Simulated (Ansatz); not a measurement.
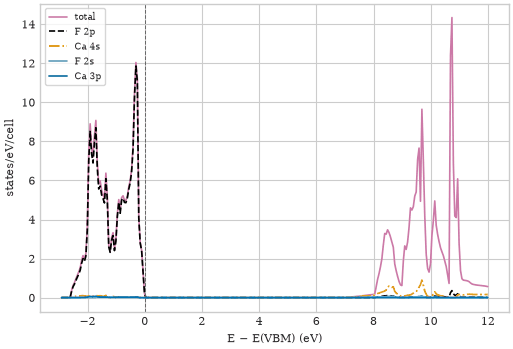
*Total and projected density of states of CaF₂ (fluorite, Fm-3m), PBE in the plane-wave PAW code Ansatz*

Q: Which orbitals carry the states next to the gap?

A: Top 1 eV of the valence band: F 2p 98 %. Bottom 1 eV of the conduction band: Ca 4s 64 %, F 2s 14 %, outside the projected shells 18 %. Projections are on Löwdin-orthogonalised atomic valence shells; empty p or d shells of many metals are not among them.

Q: Where is the tallest occupied peak in this window, and what makes it?

A: Near -0.3 eV, about 12 states/eV per cell; the largest projected share is F 2p.

The cell was relaxed with PBE under the symmetry of its start.

Potentials: the earlier of the program's two PAW sets.
